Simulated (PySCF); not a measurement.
Te(Et)2, C₄H₁₀Te, SMILES CC[Te]CC at its GFN2-xTB optimised geometry (Å):

```
15

Te    -0.8264    -1.3604     0.0000
C      1.3519    -1.3604     0.0000
C      1.9542    -0.8765    -1.3017
H      1.6523    -2.3844     0.2029
H      1.6818    -0.7387     0.8288
H      1.6553     0.1485    -1.5097
H      1.6369    -1.5038    -2.1319
H      3.0423    -0.9060    -1.2467
C     -0.9479     0.8174     0.0000
C     -2.3577     1.2956     0.2713
H     -0.6066     1.1816    -0.9661
H     -0.2658     1.1819     0.7648
H     -2.7062     0.9443     1.2399
H     -3.0423     0.9285    -0.4902
H     -2.3941     2.3844     0.2674
```

Level of theory: PBE0/def2-TZVP, def2 effective core potentials past Kr in PySCF. The core electrons that the potentials of Te replace are not part of the density. Cells within 0.4 Å of a nucleus heavier than hydrogen are left out (blank, or x).

Map of the deformation density (molecule minus spherical neutral atoms) (e/bohr³) on the plane z = 0.0 Å:

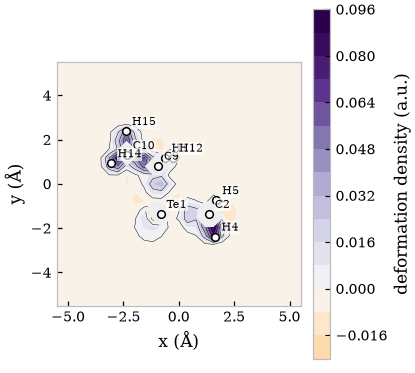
Deformation density (molecule minus spherical neutral atoms) (e/bohr³) on the plane z = 0.0 Å.
